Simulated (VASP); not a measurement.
Band structure of CaSe (rock salt). Calculation: TPSS meta-GGA, VASP's PBE PAW potentials (set 64) (plane waves; VASP 6.6.1).

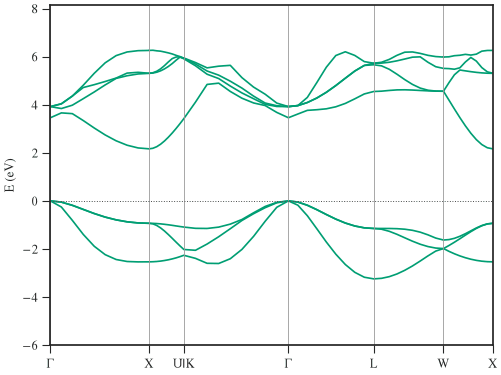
Fig. 1. Bands along high-symmetry lines, zero at the valence-band maximum or, without a gap, the Fermi level

Task: Read the plot: is there a gap, and where are the band edges?

Result: The gap is indirect, 2.16 eV, from the valence maximum at Γ to the conduction minimum at X.

Measured: gap 3.85 eV (computed value off by -1.69 eV), as given by Abedi et al., (2022), arXiv:2211.14644.

The compound is CaSe in the rock salt structure. It was relaxed first.
